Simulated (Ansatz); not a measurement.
**Geometry relaxation, with input and output: SnNH$_{7}$O (part 1 of 2)**

System: SnNH$_{7}$O.
Method: RKS CAM-B3LYP-D4/def2-SVP (Ansatz 0.2.0).

It belongs to a series of runs on one base structure; here: end point A relaxed. Figures and captions count atoms from 1; the log counts them from 0 in places.

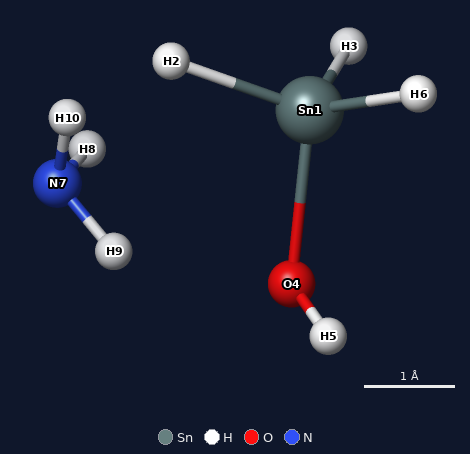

Figure 1. The structure as given in the input (ball-and-stick view, seen at a tilt; atoms are numbered from 1 in the order of the input). Sticks mark near contacts.

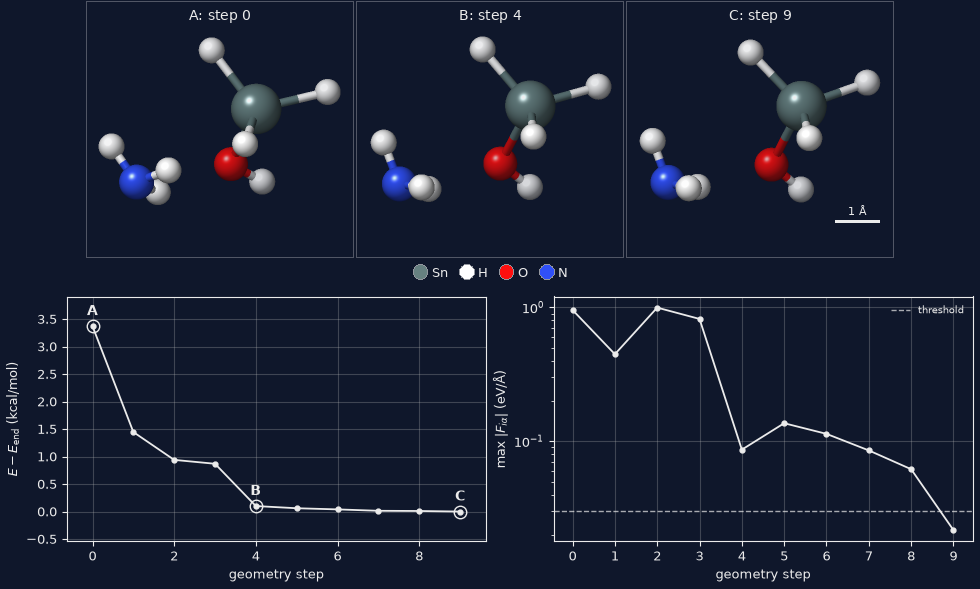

Figure 2. Frames of the relaxation (ball-and-stick view, seen at a tilt) above the curves, on which the letters mark them (the first geometry is step 0 here and step 1 in the log).

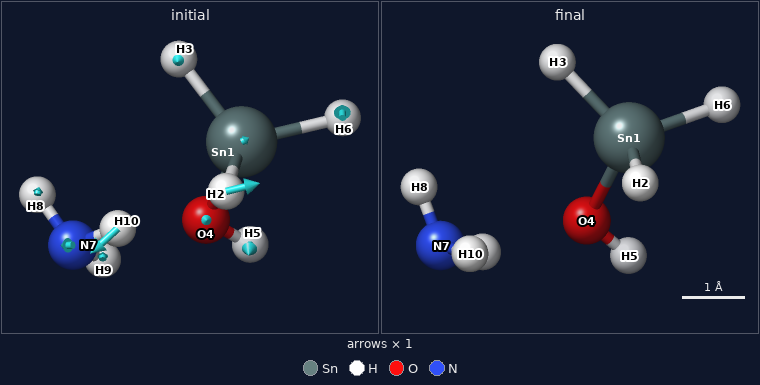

Figure 3. Before (left) and after (right) the relaxation, at one scale (ball-and-stick view, seen at a tilt). The teal arrows give the displacements, at true length. The largest move after the best rigid fit is that of H10, 0.61 Å. By element the largest moves are H 0.61 Å, N 0.28 Å, Sn 0.14 Å, O 0.14 Å. Among the contacts that change: Sn1–H2 1.730 → 1.709 Å, N7–H10 1.037 → 1.018 Å, Sn1–O4 1.990 → 1.995 Å. Among the angles that change: H2–Sn1–O4 106.2° → 109.0°. Over 9 geometry steps the energy falls by 3.37 kcal/mol. The largest force component goes from 0.96 to 0.022 eV/Å. (Atoms are counted from 1 in the order of the input.)

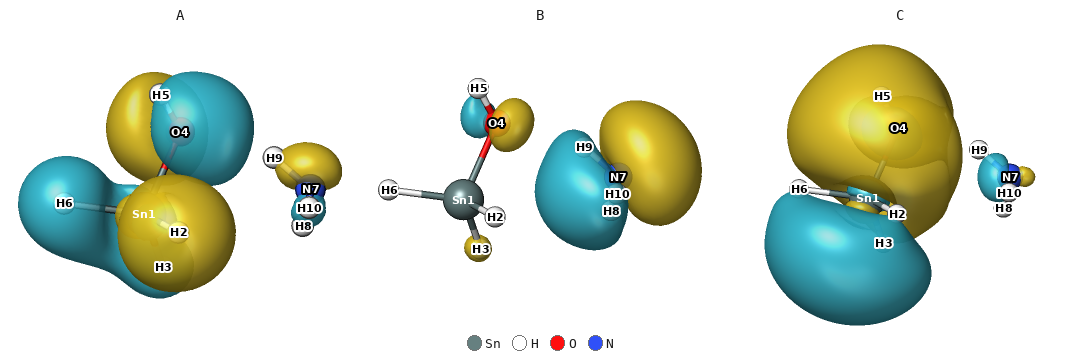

Figure 4. Three frontier orbitals at ±0.06 Å⁻³ᐟ² (yellow and cyan are the two phases). A is the HOMO−1 (−9.66 eV). B is the HOMO (−8.20 eV). C is the LUMO (0.57 eV). By Hirshfeld shares it lies mainly on Sn1 (60 %), O4 (15 %) and H5 (10 %). The HOMO–LUMO gap is 8.77 eV between the orbital energies.

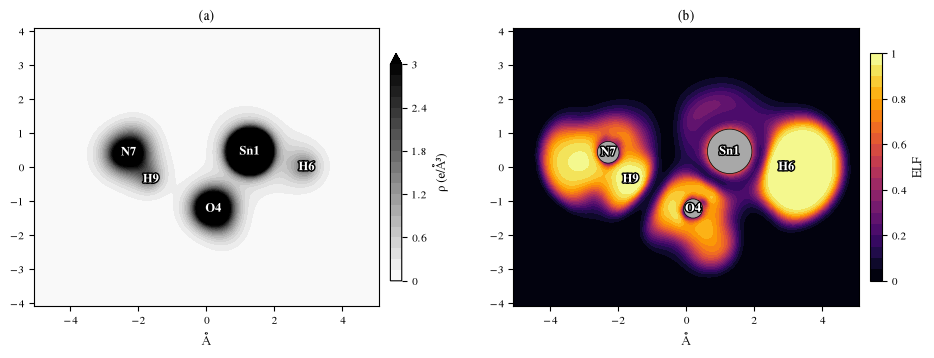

Figure 5. (a) electron density; (b) electron localisation function on the plane of atoms O4, Sn1 and H6. Grey discs, where drawn, cover atomic cores. Atoms in the plane: Sn, O, H and N. O4···H9 (2.05 Å): ρ is about 0.28 e/Å³ halfway, with its minimum of 0.15 e/Å³ about 1.3 Å from O; the ELF is only about 0.10 between them; a closed-shell contact with the geometry of a hydrogen bond.

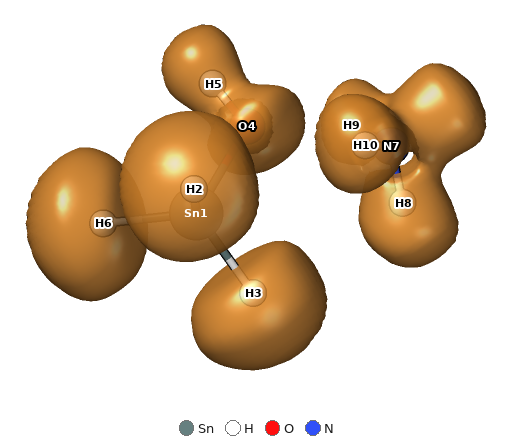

Figure 6. Isosurface of the ELF at 0.75 (orange), seen at a tilt. Core shells and regions of very low density are left out. Along the contacts the grid gives the following. O4···H9 (2.05 Å): the ELF is only about 0.10 between them; a closed-shell contact with the geometry of a hydrogen bond. Sn–O (2.00 Å): the ELF peaks at about 0.85 in the valence shell of O, 0.6 Å from its nucleus, and drops to about 0.15 between the two atoms.

The input that produced these results follows, with the program's output.

**The input**
```yaml
crystal:
  periodic: [false, false, false]
  atoms:
    - { symbol: Sn, position_ang: [-0.064352, -0.240078, -0.035273] }
    - { symbol: H, position_ang: [-0.05303, -0.095129, 1.688569] }
    - { symbol: H, position_ang: [1.514742, -0.298063, -0.666833] }
    - { symbol: O, position_ang: [-0.842956, 1.453923, -0.731036] }
    - { symbol: H, position_ang: [-1.73948, 1.372436, -1.071063] }
    - { symbol: H, position_ang: [-1.033981, -1.543003, -0.577191] }
    - { symbol: "N", position_ang: [0.933495, 2.489891, 1.529908] }
    - { symbol: H, position_ang: [1.844978, 2.448891, 1.072669] }
    - { symbol: H, position_ang: [0.224118, 2.596815, 0.801664] }
    - { symbol: H, position_ang: [0.761367, 1.566617, 1.968686] }
basis:
  gaussian: { orbitals: def2-SVP }
hamiltonian:
  xc: cam_b3lyp
  dispersion: d4
relax:
  f_tol: 0.03
  max_steps: 50
output:
  orbitals: {}
```

Command:
```bash
ansatz run input.yaml --threads 2 --pin off --max-ram 3072MiB --backend cpu --events-out ev --progress --plain --runs-dir out
```

**What the program printed**
```
The last accepted step is kept in [file] (removed where the run ends without a failure and the disk answers)
Engine: ansatz 0.2.0, aarch64-unknown-linux-gnu
Functional definition: CAM-B3LYP
  parameter alpha = 0.19
  parameter beta = 0.46
  parameter omega = 0.33/bohr
  parameter ac = 0.81
  exchange = (1 - alpha - beta)*b88_x + beta*b88_x_sr(omega) + alpha*exact_x + beta*exact_x_lr(omega)
  correlation = (1 - ac)*vwn5_c + ac*lyp_c
1052 factors; integrals over basis functions are off by at most 3.4e-4 eV
316 factors; integrals over basis functions are off by at most 9.3e-7 eV
mean field evaluation 1: about -9469.1266 eV, gradient 6.5e1 eV
mean field evaluation 2: about -9461.1528 eV, gradient 9.1e1 eV
mean field evaluation 4: about -9476.9971 eV, gradient 4.1e0 eV
mean field evaluation 8: about -9477.0502 eV, gradient 4.7e-2 eV
mean field evaluation 16: about -9477.0502 eV, gradient 3.1e-5 eV
mean field -9477.05018930 eV, -348.2751706814 hartree, gradient 3.1e-5 eV, S^2 0.000000; 0 other end points of the search recorded, 0 dependent functions left out
the calculation of the forces begins
reference -9477.05031865 eV, -348.2751754348 hartree; 22, 22 occupied and 67, 67 virtual orbitals, 1052 factors
relax step   1: F+E_penalty+E_count = -9477.18229168 eV  Δ(F+E_penalty+E_count) = +0.000e0 eV  max|allowed force component| = 9.564e-1 eV/Å  Δτ_max = 0.0000 Å  (25 SCF iters, accepted)
these checks for a lower state are left out or cut short: starts, cluster_reference, orbital_swaps, neighbouring_geometries, increment
1052 factors; integrals over basis functions are off by at most 3.5e-4 eV
316 factors; integrals over basis functions are off by at most 9.3e-7 eV
mean field -9477.13598540 eV, -348.2783236300 hartree, gradient 2.0e-5 eV, S^2 0.000000; 0 other end points of the search recorded, 0 dependent functions left out
the calculation of the forces begins
reference -9477.13611616 eV, -348.2783284354 hartree; 22, 22 occupied and 67, 67 virtual orbitals, 1052 factors
relax step   2: F+E_penalty+E_count = -9477.26576853 eV  Δ(F+E_penalty+E_count) = -8.348e-2 eV  max|allowed force component| = 4.474e-1 eV/Å  Δτ_max = 0.1948 Å  (28 SCF iters, accepted)
these checks for a lower state are left out or cut short: starts, cluster_reference, orbital_swaps, neighbouring_geometries, increment
1052 factors; integrals over basis functions are off by at most 3.5e-4 eV
316 factors; integrals over basis functions are off by at most 8.8e-7 eV
mean field -9477.15959651 eV, -348.2791913224 hartree, gradient 1.4e-5 eV, S^2 0.000000; 0 other end points of the search recorded, 0 dependent functions left out
the calculation of the forces begins
reference -9477.15972752 eV, -348.2791961369 hartree; 22, 22 occupied and 67, 67 virtual orbitals, 1052 factors
relax step   3: F+E_penalty+E_count = -9477.28772974 eV  Δ(F+E_penalty+E_count) = -2.196e-2 eV  max|allowed force component| = 9.965e-1 eV/Å  Δτ_max = 0.2000 Å  (30 SCF iters, accepted)
these checks for a lower state are left out or cut short: starts, cluster_reference, orbital_swaps, neighbouring_geometries, increment
1052 factors; integrals over basis functions are off by at most 3.6e-4 eV
316 factors; integrals over basis functions are off by at most 8.8e-7 eV
mean field evaluation 32: about -9477.1445 eV, gradient 1.4e-1 eV
mean field -9477.16380508 eV, -348.2793459842 hartree, gradient 1.3e-5 eV, S^2 0.000000; 0 other end points of the search recorded, 0 dependent functions left out
the calculation of the forces begins
reference -9477.16393586 eV, -348.2793507903 hartree; 22, 22 occupied and 67, 67 virtual orbitals, 1052 factors
relax step   4: F+E_penalty+E_count = -9477.29079604 eV  Δ(F+E_penalty+E_count) = -3.066e-3 eV  max|allowed force component| = 8.204e-1 eV/Å  Δτ_max = 0.1950 Å  (30 SCF iters, accepted)
these checks for a lower state are left out or cut short: starts, cluster_reference, orbital_swaps, neighbouring_geometries, increment
1052 factors; integrals over basis functions are off by at most 3.4e-4 eV
316 factors; integrals over basis functions are off by at most 8.8e-7 eV
mean field -9477.19647603 eV, -348.2805466198 hartree, gradient 1.6e-5 eV, S^2 0.000000; 0 other end points of the search recorded, 0 dependent functions left out
the calculation of the forces begins
reference -9477.19660674 eV, -348.2805514231 hartree; 22, 22 occupied and 67, 67 virtual orbitals, 1052 factors
relax step   5: F+E_penalty+E_count = -9477.32412732 eV  Δ(F+E_penalty+E_count) = -3.333e-2 eV  max|allowed force component| = 8.662e-2 eV/Å  Δτ_max = 0.1565 Å  (29 SCF iters, accepted)
these checks for a lower state are left out or cut short: starts, cluster_reference, orbital_swaps, neighbouring_geometries, increment
1053 factors; integrals over basis functions are off by at most 3.4e-4 eV
316 factors; integrals over basis functions are off by at most 8.8e-7 eV
mean field -9477.19886473 eV, -348.2806344027 hartree, gradient 1.4e-5 eV, S^2 0.000000; 0 other end points of the search recorded, 0 dependent functions left out
the calculation of the forces begins
reference -9477.19899596 eV, -348.2806392254 hartree; 22, 22 occupied and 67, 67 virtual orbitals, 1053 factors
relax step   6: F+E_penalty+E_count = -9477.32586053 eV  Δ(F+E_penalty+E_count) = -1.733e-3 eV  max|allowed force component| = 1.365e-1 eV/Å  Δτ_max = 0.0581 Å  (29 SCF iters, accepted)
these checks for a lower state are left out or cut short: starts, cluster_reference, orbital_swaps, neighbouring_geometries, increment
1053 factors; integrals over basis functions are off by at most 3.4e-4 eV
316 factors; integrals over basis functions are off by at most 8.8e-7 eV
mean field -9477.19986250 eV, -348.2806710700 hartree, gradient 1.4e-5 eV, S^2 0.000000; 0 other end points of the search recorded, 0 dependent functions left out
the calculation of the forces begins
reference -9477.19999377 eV, -348.2806758943 hartree; 22, 22 occupied and 67, 67 virtual orbitals, 1053 factors
relax step   7: F+E_penalty+E_count = -9477.32676769 eV  Δ(F+E_penalty+E_count) = -9.072e-4 eV  max|allowed force component| = 1.137e-1 eV/Å  Δτ_max = 0.0249 Å  (31 SCF iters, accepted)
these checks for a lower state are left out or cut short: starts, cluster_reference, orbital_swaps, neighbouring_geometries, increment
1052 factors; integrals over basis functions are off by at most 3.4e-4 eV
316 factors; integrals over basis functions are off by at most 8.7e-7 eV
mean field evaluation 64: about -9477.2011 eV, gradient 1.4e-5 eV
mean field -9477.20105603 eV, -348.2807149315 hartree, gradient 1.4e-5 eV, S^2 0.000000; 0 other end points of the search recorded, 0 dependent functions left out
the calculation of the forces begins
reference -9477.20118748 eV, -348.2807197622 hartree; 22, 22 occupied and 67, 67 virtual orbitals, 1052 factors
```
